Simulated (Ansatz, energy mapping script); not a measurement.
# NiO: energy mapping under LDA+U (8.4 eV)

Wanted: the magnetic order of NiO, its couplings and an estimate of its ordering temperature, by LDA+U (8.4 eV).

Main program and level: Ansatz 0.2.0; LDA with U = 8.4 eV on Ni d, ortho-atomic projectors; plane waves, U on orthogonalised atomic orbitals unless named otherwise, collinear spin, no spin–orbit coupling.

**1. The starting structure**

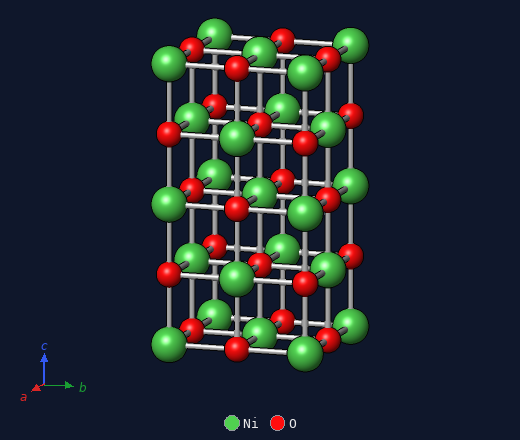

Start, viewed slightly off an axis; nickel green, oxygen red. 1×1×2 cells are drawn. This picture shows the conventional cell, with its axes. Some periodic images of atoms are drawn too.

Structure file:

```cif
data_structure
_symmetry_space_group_name_H-M 'Fm-3m'
_symmetry_Int_Tables_number 225
_cell_length_a 4.1718
_cell_length_b 4.1718
_cell_length_c 4.1718
_cell_angle_alpha 90.000
_cell_angle_beta 90.000
_cell_angle_gamma 90.000
_cell_volume 72.61
loop_
_atom_site_label
_atom_site_type_symbol
_atom_site_symmetry_multiplicity
_atom_site_Wyckoff_symbol
_atom_site_fract_x
_atom_site_fract_y
_atom_site_fract_z
_atom_site_occupancy
Ni1 Ni 4 a 0.00000 0.00000 0.00000 1
O1 O 4 b 0.50000 0.00000 0.00000 1
```

The U corrects the self-interaction that lets semilocal functionals spread d and f electrons too far. Its value here is typed, not computed.

**2. Seed run in the crystal's own cell**

A corrected shell can settle in several orbital fillings. One parallel run, with an occupation width a fifth wider than the orders use, therefore is to supply the occupation matrices. All orders start from them.

The input, input.yaml:

```yaml
crystal:
  lattice:
    - [0.0, 2.085901641, 2.085901641]
    - [2.085901641, 0.0, 2.085901641]
    - [2.085901641, 2.085901641, 0.0]
  atoms:
    - { symbol: Ni, position: [0.0, 0.0, 0.0], spin: 2.0 }
    - { symbol: O, position: [0.5, 0.5, 0.5] }
magnetization:
  spin_polarized: true
kpoints:
  mp_grid: { grid: [9, 9, 9] }
hamiltonian:
  xc: lda
  hubbard:
    sites: [{ species: Ni, l: d, u_eff: 8.4 }]
    projectors: ortho-atomic
scf:
  occupations: { method: fermi_dirac, width: 0.06 }
output:
  eigenvalues: true
```

The run is started by

```console
> ansatz run input.yaml --threads 4 --pin off --max-ram 8192MiB --backend cpu --events-out ev --progress --plain --runs-dir out
```

Numbers of over 12 decimals in the logs are rounded to 6 here.

The program printed:

```text
Engine: ansatz 0.2.0, aarch64-unknown-linux-gnu
Pseudopotentials: kind: paw
Pseudopotential: Ni, paw, valence charge 18, recommended cutoff 420 eV (normal), Ni.paw.azcp
Pseudopotential: O, paw, valence charge 6, recommended cutoff 420 eV (normal), O.paw.azcp
Functional definition: SPW92
  exchange = slater_x
  correlation = pw_c
Crystal: 2 atoms, lattice volume = 18.151 Å³
Basis set: ecut = 420 eV, 339 PW (Γ)
Bands: 17, of which v1, the nominal top of the filled ones, is band 12 counted from 1 (11 counted from 0)
Symmetry: 48 space group operations
Space group: Fm-3m (ITA 225), of the structure as read, at distance tolerance 2.6e-5 Å
Magnetic group: BNS 225.116 (UNI 1618), of the structure as read, at distance tolerance 2.6e-5 Å
k-points: 35 of 729
Non-local potential: Ni, projectors of the file, l = 0: 3, l = 1: 2, l = 2: 3, l = 3: 1
Non-local potential: O, projectors of the file, l = 0: 2, l = 1: 2, l = 2: 1
PAW form: soft (Blöchl's): semilocal exchange-correlation on the pseudo side does not see the compensation charge
PAW frozen core: Ni, regenerated for the run's functional, and the local potential with it (the file was generated under x = pbe(κ = 0.804, μ = 0.219515), c = pbe(β = 0.066725))
PAW frozen core: O, regenerated for the run's functional, and the local potential with it (the file was generated under x = pbe(κ = 0.804, μ = 0.219515), c = pbe(β = 0.066725))
PAW one-centre angular grid: Ni, 590 points (default); XC on 64 Gauss nodes
PAW one-centre angular grid: O, 110 points (default); XC on 64 Gauss nodes
Initial density: superposition of atomic densities (chi_scale 0.1, normalization cell, long waves kept (reshape's long-wave potential 0.00 eV rms))
Starting moments: Σ|m| = 2 μB on 1 of 2 sites
Initial wavefunctions: pseudopotential atomic-orbital guess
Functional: x = slater, c = lda
SCF iter   1: F=—  HF=-6326.350864 eV  |F-HF|=—  |Δ(HF+E_count)|=         —  Δρ=4.04e-1 (↑1.12e-1 ↓4.04e-1)  dr2=3.37e1  dr2_m=4.91e0  M=0.569 μB ∫|m|=0.570 μB  β_m=0.30  ethr=3.10e-3  ⟨swp⟩=5.7  Hψ=5264  notcnv=0
preconditioner: auto → none  [metal: Δε(μ)=0.031 eV  Ē_g=16.884 eV  σ=0.060 eV  W_gap=0.13  n_scr=8 (ndim 8)  ℏωp=34.9 eV  f_vac=0.000  D(μ)=1.26/eV (n_scr^D=14)  sad-step TF]
SCF iter   2: F=—  HF=-6322.898308 eV  |F-HF|=—  |Δ(HF+E_count)|=    3.45e0  Δρ=7.21e-2 (↑5.24e-2 ↓7.21e-2)  dr2=4.06e-1  dr2_m=2.66e-1  M=1.672 μB ∫|m|=1.674 μB  β_m=1.00  ethr=3.10e-3  ⟨swp⟩=3.3  Hψ=3313  notcnv=0  defer=9
SCF iter   3: F=—  HF=-6323.520555 eV  |F-HF|=—  |Δ(HF+E_count)|=   6.22e-1  Δρ=5.20e-2 (↑3.50e-2 ↓5.20e-2)  dr2=2.37e-1  dr2_m=9.64e-2  M=1.891 μB ∫|m|=1.898 μB  β_m=1.00  ethr=1.69e-3  ⟨swp⟩=2.5  Hψ=2590  notcnv=0  defer=16
[...]
SCF iter  13: F=—  HF=-6325.378960 eV  |F-HF|=—  |Δ(HF+E_count)|=   3.29e-6  Δρ=1.48e-4 (↑8.31e-5 ↓1.48e-4)  dr2=1.27e-6  dr2_m=2.02e-6  M=2.000 μB ∫|m|=2.005 μB  β_m=0.82  ethr=9.30e-7  ⟨swp⟩=2.1  Hψ=1593  notcnv=0  defer=38
iter 14 did not close the SCF: its close was put off for a magnetic moment that had not settled (scf_convergence_deferred on its scf_iter line)
SCF iter  14: F=-6325.378960 eV  HF=-6325.378960 eV  |F-HF|=1.26e-8  |Δ(HF+E_count)|=   7.53e-7  Δρ=1.78e-5 (↑8.22e-6 ↓1.78e-5)  dr2=3.03e-8  dr2_m=2.40e-8  M=2.000 μB ∫|m|=2.005 μB  β_m=0.91  ethr=4.17e-10  ⟨swp⟩=4.5  Hψ=4899  notcnv=0
SCF iter  15: F=-6325.378960 eV  HF=-6325.378960 eV  |F-HF|=3.07e-10  |Δ(HF+E_count)|=   8.90e-9  Δρ=1.30e-6 (↑7.22e-7 ↓1.30e-6)  dr2=3.70e-10  dr2_m=6.34e-11  M=2.000 μB ∫|m|=2.005 μB  ethr=1.26e-10  ⟨swp⟩=1.1  Hψ=3065  notcnv=0
SCF 1 converged in 15 iterations: F = -6325.378960 eV  dr2 = 3.70e-10
[...]
Symmetry: 8 space group operations
k-points: 105 of 729
[...]
Starting moments: Σ|m| = 2 μB on 1 of 2 sites; this step starts from the density that it was given
[...]
an SCF along what the orbitals of the run's state read of its open shells (or to have them read: on a GPU, or by another smearing), with 40 of the crystal's symmetry operations given up (105 k-points in place of 35), reached no lower state that the run goes on to. This is no proof of a minimum
SCF converged after 15 iterations
Magnetization: 2.0000 μB (13.0000 up, 11.0000 down)
Absolute magnetization: 2.0043 μB (∫|ρ↑−ρ↓|, with the PAW one-centre terms)
Spin contamination: 0.0016 ħ² per cell (⟨S²⟩ above its minimum at these occupations)
Per-site moments (μB) at R_I (Å): [(1.730125, 0.860434), (0.192126, 0.860434)]
Free energy (F): -6325.378960 eV
Harris-Foulkes:  -6325.378960 eV  (|F-HF|=3.07e-10)
Internal energy: -6325.378960 eV  (E = F + TS)
E sigma→0 (E₀):  -6325.378960 eV
Fermi energy:    14.564545 eV
--- Per-component energies (eV) ---
  E_band       = -371.022341
  E_kinetic    = 449.328967
  E_local      = -3979.129895  (includes V_loc(G=0)·N_el)
  E_nonlocal   = 693.278883
  E_hartree    = 1628.650177
  E_xc         = -154.628063
  E_vxc        = -199.518261  (∫ρ·V_xc dr)
  E_hubbard    = 1.062723  (on-site DFT+U / exact-exchange correction)
  E_vhub       = -32.565211  (the Hubbard potential's part of the band-sum identity)
  E_paw        = -1709.677067  (= ΣΔE_a)
  E_vpaw       = -559.721327  (= ΣTr[D̂ρ^β])
  E_aug_tail   = 0.003184  (compensation charges beyond the density's cutoff)
  E_ewald      = -3254.798910
  E_core_change = 0.531042  (= ΣΔE_core)
  E_smearing   = -0.000000  (= −TS)
  E_closure    = -0.000000  (closes the sum)
  Σ components = -6325.378960   (vs F -6325.378960, Δ=0.00e0)
--- Band table (eV; the first three rows and the last of 70) ---
  k-point 0 ↑: bands = [... 8 lower, 6.4993, 6.4993, 11.6803, 11.6803, 11.6803, 15.7022, 31.6836, 32.6568, ... 1 higher]
  k-point 1 ↑: bands = [... 8 lower, 6.5517, 6.5517, 10.9454, 11.9026, 11.9026, 16.5904, 29.2548, 32.1501, ... 1 higher]
  k-point 2 ↑: bands = [... 8 lower, 6.7332, 6.7332, 9.9119, 12.4226, 12.4226, 18.1339, 26.5946, 30.4809, ... 1 higher]
  k-point 34 ↓: bands = [... 8 lower, 9.6927, 10.1181, 10.5174, 16.4534, 16.9609, 22.9130, 24.6885, 25.1684, ... 1 higher]
Occupation matrices written to <dir>
```

Run time: 1.3 s. Hardware: 4 threads of Arm Neoverse V2, shared host; peak memory 0.36 GiB.

Reading the cycles: dr2 is the Hartree energy of the density residual (eV), the measure of convergence; HF is the Harris–Foulkes estimate of the energy, which meets the free energy F at convergence.

This step gave:

```
final state                       : ferromagnetic
electrons in the corrected shells : 8.260 e
largest moment                    : 1.73 μB
```

**3. Parallel start in cell A (4 atoms)**

Each cell gets its own parallel run on the same mesh, so that most of the mesh error cancels in the differences.

The input, input.yaml:

```yaml
crystal:
  lattice:
    - [0.0, -2.085901641, -2.085901641]
    - [0.0, 2.085901641, -2.085901641]
    - [4.171803282, 0.0, 0.0]
  atoms:
    - { symbol: Ni, position: [0.5, 0.5, 0.5], spin: 2.0 }
    - { symbol: Ni, position: [0.0, 0.0, 0.0], spin: 2.0 }
    - { symbol: O, position: [0.5, 0.5, 0.0] }
    - { symbol: O, position: [0.0, 0.0, 0.5] }
magnetization:
  spin_polarized: true
kpoints:
  mp_grid: { grid: [8, 8, 6] }
hamiltonian:
  xc: lda
  hubbard:
    sites:
      - { species: Ni, l: d, u_eff: 8.4 }
      - { site: 0, l: d, u_eff: 8.4, starting_ns: [{ spin: up, occupation_matrix: ni1_major }, { spin: down, occupation_matrix: ni1_minor }] }
      - { site: 1, l: d, u_eff: 8.4, starting_ns: [{ spin: up, occupation_matrix: ni1_major }, { spin: down, occupation_matrix: ni1_minor }] }
    projectors: ortho-atomic
    occupation_matrices:
      ni1_major:
        matrix:
          - [0.998, 0.0, 0.0, 0.0, 0.0]
          - [0.0, 0.999, 0.0, 0.0, 0.0]
          - [0.0, 0.0, 0.999, 0.0, 0.0]
          - [0.0, 0.0, 0.0, 0.998, 0.0]
          - [0.0, 0.0, 0.0, 0.0, 0.999]
      ni1_minor:
        matrix:
          - [0.138, 0.0, 0.0, 0.0, 0.0]
          - [0.0, 0.997, 0.0, 0.0, 0.0]
          - [0.0, 0.0, 0.997, 0.0, 0.0]
          - [0.0, 0.0, 0.0, 0.138, 0.0]
          - [0.0, 0.0, 0.0, 0.0, 0.997]
scf:
  occupations: { method: fermi_dirac, width: 0.05 }
output:
  eigenvalues: true
```

The program printed:

```text
[...]
Crystal: 4 atoms, lattice volume = 36.303 Å³
Basis set: ecut = 420 eV, 681 PW (Γ)
Bands: 32, of which v1, the nominal top of the filled ones, is band 24 counted from 1 (23 counted from 0)
Symmetry: 32 space group operations
[...]
k-points: 60 of 384
[...]
Starting moments: Σ|m| = 4 μB on 2 of 4 sites
[...]
SCF iter   1: F=—  HF=-12652.189236 eV  |F-HF|=—  |Δ(HF+E_count)|=         —  Δρ=1.66e-1 (↑6.77e-2 ↓1.66e-1)  dr2=1.19e1  dr2_m=1.14e0  M=3.710 μB ∫|m|=3.712 μB  β_m=0.30  ethr=3.10e-3  ⟨swp⟩=5.4  Hψ=13669  notcnv=0  defer=5
[...]
spin=Collinear: Kerker preconditioning applied to the charge; magnetization (m = ρ↑ − ρ↓) channel mixes plain (no charge-response kernel on spin).
SCF iter   2: F=—  HF=-12650.600062 eV  |F-HF|=—  |Δ(HF+E_count)|=    1.59e0  Δρ=7.66e-2 (↑3.22e-2 ↓7.66e-2)  dr2=7.94e-1  dr2_m=5.40e-1  M=4.000 μB ∫|m|=4.005 μB  β_m=1.00  ethr=3.10e-3  ⟨swp⟩=2.8  Hψ=8469  notcnv=0  defer=268
[...]
SCF iter  12: F=-12650.758123 eV  HF=-12650.758123 eV  |F-HF|=5.46e-12  |Δ(HF+E_count)|=   1.51e-9  Δρ=5.69e-7 (↑5.69e-7 ↓4.60e-7)  dr2=4.52e-11  dr2_m=7.44e-11  M=4.000 μB ∫|m|=4.011 μB  ethr=1.57e-11  ⟨swp⟩=1.1  Hψ=9551  notcnv=0
SCF 1 converged in 12 iterations: F = -12650.758123 eV  dr2 = 4.52e-11
[...]
SCF converged after 12 iterations
an eigenvalue changed by more than its tolerance at an iteration that met the thresholds in force, so the SCF went on 1 time: the last check found none over its tolerance
Magnetization: 4.0000 μB (26.0000 up, 22.0000 down)
Absolute magnetization: 4.0094 μB (∫|ρ↑−ρ↓|, with the PAW one-centre terms)
[...]
Per-site moments (μB) at R_I (Å): [(1.730148, 0.860434), (1.730148, 0.860434), (0.192095, 0.860434), (0.192095, 0.860434)]
Free energy (F): -12650.758123 eV
[...]
Internal energy: -12650.758123 eV  (E = F + TS)
E sigma→0 (E₀):  -12650.758123 eV
Fermi energy:    14.556978 eV
[...]
--- Specified on-site occupations, and those of the state reported ---
  electrons in the specified blocks: 16.5200 specified, 16.5193 found
  site 0 (l=d) ↓: largest change of an orbital's occupation 0.0004; electrons 3.2670 specified, 3.2671 found; spectral distance 0.0007
[...]
site 1 (l=d) ↑: largest change of an orbital's occupation 0.0001; electrons 4.9930 specified, 4.9926 found; spectral distance 0.0002
[...]
--- Band table (eV; the first three rows and the last of 120) ---
  k-point 0 ↑: bands = [... 20 lower, 7.5077, 10.2494, 10.2494, 11.6804, 11.6804, 11.6805, 15.7023, 19.8149, ... 4 higher]
  k-point 1 ↑: bands = [... 20 lower, 8.7881, 10.4535, 10.4535, 11.4141, 11.6618, 11.6618, 16.4391, 20.0592, ... 4 higher]
  k-point 2 ↑: bands = [... 20 lower, 9.8378, 10.8937, 10.8937, 10.9750, 11.5619, 11.5619, 18.0109, 20.3160, ... 4 higher]
  k-point 59 ↓: bands = [... 20 lower, 10.2914, 10.2914, 16.4309, 16.4309, 16.8801, 16.8801, 22.9712, 22.9712, ... 4 higher]
Occupation matrices written to <dir>
```

It took 2.3 s on 4 threads; peak memory 0.39 GiB; 8.4 s of CPU time.

Spin moment in the sphere by atom:

```csv
atom,spin moment in the sphere (μB)
Ni1,1.73
Ni2,1.73
O3,0.19
O4,0.19
```

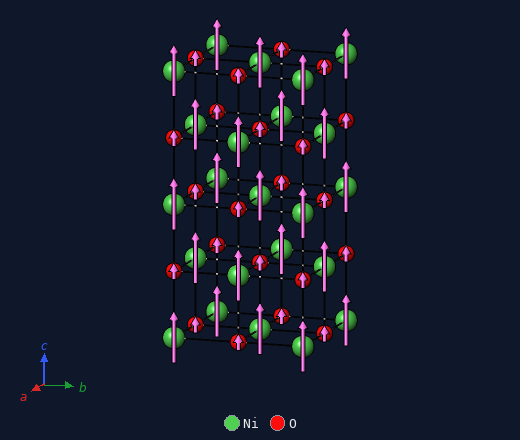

Spin moment in the sphere as arrows, the longest 1.73 μB. Up and down stand for the sign. Arrows give size and sign along the axis of quantisation, drawn up and down the page. Each arrow also spans its atom, so small moments look longer than they are. 1×1×2 conventional cells are drawn. Some periodic images of atoms are drawn too.

The run ends ferromagnetic.

**4. Run 2 (compensated +−; cell A, 4 atoms)**

This order reverses 8 of the 12 neighbours at 2.95 Å, 0 of the 6 neighbours at 4.17 Å and 16 of the 24 neighbours at 5.11 Å, counted for an average magnetic atom.

Changes to input.yaml since step 3:

```diff
@@ -7,3 +7,3 @@
     - { symbol: Ni, position: [0.5, 0.5, 0.5], spin: 2.0 }
-    - { symbol: Ni, position: [0.0, 0.0, 0.0], spin: 2.0 }
+    - { symbol: Ni, position: [0.0, 0.0, 0.0], spin: -2.0 }
     - { symbol: O, position: [0.5, 0.5, 0.0] }
@@ -20,3 +20,3 @@
       - { site: 0, l: d, u_eff: 8.4, starting_ns: [{ spin: up, occupation_matrix: ni1_major }, { spin: down, occupation_matrix: ni1_minor }] }
-      - { site: 1, l: d, u_eff: 8.4, starting_ns: [{ spin: up, occupation_matrix: ni1_major }, { spin: down, occupation_matrix: ni1_minor }] }
+      - { site: 1, l: d, u_eff: 8.4, starting_ns: [{ spin: up, occupation_matrix: ni1_minor }, { spin: down, occupation_matrix: ni1_major }] }
     projectors: ortho-atomic
```

The program printed:

```text
[...]
Crystal: 4 atoms, lattice volume = 36.303 Å³
Basis set: ecut = 420 eV, 681 PW (Γ)
Bands: 32, of which v1, the nominal top of the filled ones, is band 24 counted from 1 (23 counted from 0)
Symmetry: 16 space group operations
[...]
k-points: 60 of 384
[...]
Starting moments: Σ|m| = 4 μB on 2 of 4 sites
Starting magnetic order: antiferromagnet; a translation exchanges its spin sublattices: spin-degenerate at every k-point
[...]
SCF iter   1: F=—  HF=-12652.176972 eV  |F-HF|=—  |Δ(HF+E_count)|=         —  Δρ=1.24e-1 (↑1.24e-1 ↓1.24e-1)  dr2=1.17e1  dr2_m=9.61e-1  M=0.000 μB ∫|m|=3.351 μB  β_m=0.30  ethr=3.10e-3  ⟨swp⟩=5.3  Hψ=6834  notcnv=0  defer=25
[...]
SCF iter  11: F=-12650.736758 eV  HF=-12650.736758 eV  |F-HF|=9.09e-11  |Δ(HF+E_count)|=   3.67e-7  Δρ=3.24e-6 (↑3.24e-6 ↓3.24e-6)  dr2=2.15e-9  dr2_m=2.77e-9  M=0.000 μB ∫|m|=3.821 μB  ethr=2.08e-10  ⟨swp⟩=8.0  Hψ=7692  notcnv=0
SCF 1 converged in 11 iterations: F = -12650.736758 eV  dr2 = 2.15e-9
[...]
SCF converged after 11 iterations
Magnetization: 0.0000 μB (24.0000 up, 24.0000 down)
Absolute magnetization: 3.8276 μB (∫|ρ↑−ρ↓|, with the PAW one-centre terms)
[...]
Per-site moments (μB) at R_I (Å): [(1.738753, 0.860434), (-1.738753, 0.860434), (-0.065562, 0.860434), (0.065562, 0.860434)]
Free energy (F): -12650.736758 eV
[...]
Internal energy: -12650.736758 eV  (E = F + TS)
E sigma→0 (E₀):  -12650.736758 eV
Fermi energy:    14.696307 eV
[...]
--- Specified on-site occupations, and those of the state reported ---
  electrons in the specified blocks: 16.5200 specified, 16.5060 found
[...]
--- Band table (eV; the first three rows and the last of 120) ---
  k-point 0 ↑: bands = [... 20 lower, 10.4245, 11.8742, 11.8814, 11.8814, 15.8782, 15.9366, 16.1618, 20.0788, ... 4 higher]
  k-point 1 ↑: bands = [... 20 lower, 10.6611, 11.3961, 11.8720, 11.8720, 15.9353, 16.1844, 16.7664, 20.3409, ... 4 higher]
  k-point 2 ↑: bands = [... 20 lower, 11.1358, 11.1358, 11.7933, 11.7933, 15.9327, 16.3205, 18.3837, 20.6852, ... 4 higher]
  k-point 59 ↓: bands = [... 20 lower, 9.8503, 10.1109, 10.1109, 11.1923, 16.4265, 16.8837, 22.3802, 22.9176, ... 4 higher]
Occupation matrices written to <dir>
```

Elapsed: 1.1 s, on 4 threads; peak memory 0.39 GiB; 3.8 s of CPU time.

Spin moment in the sphere by atom:

```csv
atom,spin moment in the sphere (μB)
Ni1,1.74
Ni2,-1.74
O3,-0.07
O4,0.07
```

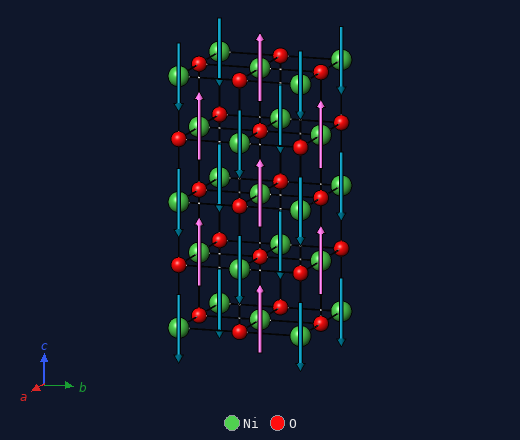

Spin moment in the sphere as arrows, the longest 1.74 μB. Up and down stand for the sign. Arrows give size and sign along the axis of quantisation, drawn up and down the page. The two directions have two colours. 1×1×2 conventional cells are drawn. Some periodic images of atoms are drawn too.

The run ends antiferromagnetic, 10.68 meV a magnetic atom above the parallel order of its cell.

**5. Order 3: parallel, cell B of 4 atoms**

A new cell needs its own zero of energy.

This run holds the same structure in another cell (c 4.172 → 5.109 Å, α 90.0 → 73.2°, β 90.0 → 73.2°, γ 90.0 → 60.0°).

The input, input.yaml:

```yaml
crystal:
  lattice:
    - [0.0, -2.085901641, -2.085901641]
    - [-2.085901641, 0.0, -2.085901641]
    - [2.085901641, 2.085901641, -4.171803282]
  atoms:
    - { symbol: Ni, position: [0.5, 0.5, 0.5], spin: 2.0 }
    - { symbol: Ni, position: [0.0, 0.0, 0.0], spin: 2.0 }
    - { symbol: O, position: [0.75, 0.75, 0.75] }
    - { symbol: O, position: [0.25, 0.25, 0.25] }
magnetization:
  spin_polarized: true
kpoints:
  mp_grid: { grid: [9, 9, 9] }
hamiltonian:
  xc: lda
  hubbard:
    sites:
      - { species: Ni, l: d, u_eff: 8.4 }
      - { site: 0, l: d, u_eff: 8.4, starting_ns: [{ spin: up, occupation_matrix: ni1_major }, { spin: down, occupation_matrix: ni1_minor }] }
      - { site: 1, l: d, u_eff: 8.4, starting_ns: [{ spin: up, occupation_matrix: ni1_major }, { spin: down, occupation_matrix: ni1_minor }] }
    projectors: ortho-atomic
    occupation_matrices:
      ni1_major:
        matrix:
          - [0.998, 0.0, 0.0, 0.0, 0.0]
          - [0.0, 0.999, 0.0, 0.0, 0.0]
          - [0.0, 0.0, 0.999, 0.0, 0.0]
          - [0.0, 0.0, 0.0, 0.998, 0.0]
          - [0.0, 0.0, 0.0, 0.0, 0.999]
      ni1_minor:
        matrix:
          - [0.138, 0.0, 0.0, 0.0, 0.0]
          - [0.0, 0.997, 0.0, 0.0, 0.0]
          - [0.0, 0.0, 0.997, 0.0, 0.0]
          - [0.0, 0.0, 0.0, 0.138, 0.0]
          - [0.0, 0.0, 0.0, 0.0, 0.997]
scf:
  occupations: { method: fermi_dirac, width: 0.05 }
output:
  eigenvalues: true
```

The program printed:

```text
[...]
Crystal: 4 atoms, lattice volume = 36.303 Å³
Basis set: ecut = 420 eV, 683 PW (Γ)
Bands: 32, of which v1, the nominal top of the filled ones, is band 24 counted from 1 (23 counted from 0)
Symmetry: 24 space group operations
[...]
k-points: 85 of 729
[...]
Starting moments: Σ|m| = 4 μB on 2 of 4 sites
[...]
k-point 1 ↑: bands = [... 20 lower, 9.3798, 11.4584, 11.7387, 11.7387, 13.3089, 13.3089, 15.9613, 19.5654, ... 4 higher]
  k-point 2 ↑: bands = [... 20 lower, 9.3895, 10.9454, 11.9026, 11.9026, 13.1750, 13.1750, 16.5905, 19.5004, ... 4 higher]
  k-point 84 ↓: bands = [... 20 lower, 10.5069, 10.5467, 16.5680, 16.6257, 17.2491, 17.3546, 23.0347, 23.2029, ... 4 higher]
Occupation matrices written to <dir>
[key lines of the parts left out:]
SCF converged after 12 iterations
Magnetization: 4.0000 μB (26.0000 up, 22.0000 down)
Free energy (F): -12650.757997 eV
Fermi energy:    14.563743 eV
```

The job ended after 3.6 s (4 threads; peak memory 0.44 GiB).

The run ends ferromagnetic. For each magnetic atom its energy differs from the parallel run of the first cell by 0.06 meV, an error that one common reference would have brought in.

(Part 1 of 2 ends here.)

[Logs and program files are shortened in this print: banners, set-up blocks, solver, clock and traceback lines can be left out without a mark of their own.]

[Logs are printed without paths, hosts, clocks, repeated set-up lines and the standing remarks that a program may print on its own settings, such as how far it seeks lower states.]

[Hosts, paths, dates, database ids (printed as entryN), source tags and the programs' standing remarks are cut or masked in the printed files.]

[Where a cell is said to come from a database of computed structures, the database is the Materials Project.]
